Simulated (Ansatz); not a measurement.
# UB3LYP/cc-pVTZ run of SiH3 (silyl radical)

What is the electronic atomisation energy of SiH3 (silyl radical) at UB3LYP/cc-pVTZ? 

The results are computed with Ansatz 0.2.0.

30 further runs of the same task are left out: 30 set aside as unsound or not needed.

## (1) Starting point

SiH3: 4 atoms, total charge 0, spin state doublet. As SMILES, `[SiH3]`. The shape is that of a PBE0-D4/def2-TZVP optimisation.

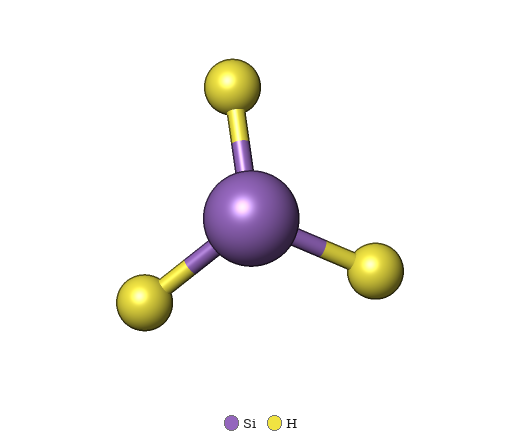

The structure, seen from a chosen angle (silicon purple, hydrogen yellow).

## (2) A single-point energy at UB3LYP/cc-pVTZ

Input file input.yaml:

```yaml
crystal:
  periodic: [false, false, false]
  atoms:
    - {symbol: Si, position_ang: [0.293780, -0.026900, -0.164030]}
    - {symbol: H, position_ang: [0.559150, 0.665300, 1.123900]}
    - {symbol: H, position_ang: [-0.224040, -1.401650, 0.060130]}
    - {symbol: H, position_ang: [-0.628890, 0.763250, -1.019990]}
basis:
  gaussian:
    orbitals: cc-pVTZ
output:
  orbitals: {seedname: orbitals}
magnetization:
  spin_polarized: true
  initial_magnetization: 1
hamiltonian:
  xc: {name: B3LYP}
accuracy: high
```

On the command line:

```sh
ansatz run input.yaml --threads 1 --pin off --max-ram 3480MiB --events-out events.jsonl --progress --plain --runs-dir runs
```

The log of the run:

```text
Warning: RAYON_NUM_THREADS=1 ignored (pool sized by the plan → 1); use --threads N
Functional definition: B3LYP
  name "B3LYP"
  parameter a0 = 0.2
  parameter ax = 0.72
  parameter ac = 0.81
  exchange = (1 - a0 - ax)*slater_x + ax*b88_x + a0*exact_x
  correlation = (1 - ac)*vwn_rpa_c + ac*lyp_c
1241 factors; integrals over basis functions are off by at most 3.3e-9 eV
mean field evaluation 1: about -7925.2741 eV, gradient 7.4e0 eV
mean field evaluation 2: about -7925.6485 eV, gradient 2.9e0 eV
mean field evaluation 4: about -7925.7122 eV, gradient 6.0e-1 eV
mean field evaluation 8: about -7925.7289 eV, gradient 1.9e-2 eV
mean field evaluation 16: about -7925.7289 eV, gradient 7.9e-6 eV
mean field -7925.72886070 eV, -291.2651633787 hartree, gradient 9.5e-8 eV, S^2 0.751929; 0 other end points of the search recorded, 0 dependent functions left out
reference -7925.72889348 eV, -291.2651645832 hartree; 9, 8 occupied and 67, 68 virtual orbitals, 1241 factors
Total energy: -7925.72889348 eV, -291.2651645832 hartree
```

Wall time 3.9 s (1 thread of Arm Neoverse V2, shared host); peak memory 0.2 GiB.

## (3) The H atom at the same level

Input file input.yaml:

```yaml
crystal:
  periodic: [false, false, false]
  atoms:
    - symbol: H
      position_ang: [0.000000, 0.000000, 0.000000]
basis:
  gaussian:
    orbitals: cc-pVTZ
magnetization:
  spin_polarized: true
  initial_magnetization: 1
hamiltonian:
  xc: {name: B3LYP}
accuracy: high
```

Run the same way, it converges to -0.50216 Eh (log not shown).

## (4) The Si atom

Input file job.yaml:

```yaml
basis:
  gaussian: {orbitals: cc-pVTZ}
crystal:
  periodic: [false, false, false]
  atoms:
    - symbol: Si
      position_ang: [0.000000, 0.000000, 0.000000]
magnetization: {spin_polarized: true, initial_magnetization: 2}
hamiltonian: {xc: {name: B3LYP}}
accuracy: high
```

Run the same way, it converges to -289.39633 Eh (log not shown).

## (5) What came out

At UB3LYP/cc-pVTZ:

```
                                    quantity          value
                      molecule: total energy  -291.26516 Eh
molecule: HOMO energy (highest over α and β)       -6.10 eV
 molecule: LUMO energy (lowest over α and β)       -2.94 eV
                              molecule: ⟨S²⟩          0.752
                        H atom: total energy    -0.50216 Eh
                                H atom: ⟨S²⟩          0.750
                       Si atom: total energy  -289.39633 Eh
                               Si atom: ⟨S²⟩          2.004
               electronic atomisation energy       9.860 eV
```

**Reading.** Taking the molecule apart into free atoms costs 9.86 eV (951 kJ/mol), before zero-point energy and without spin-orbit coupling.
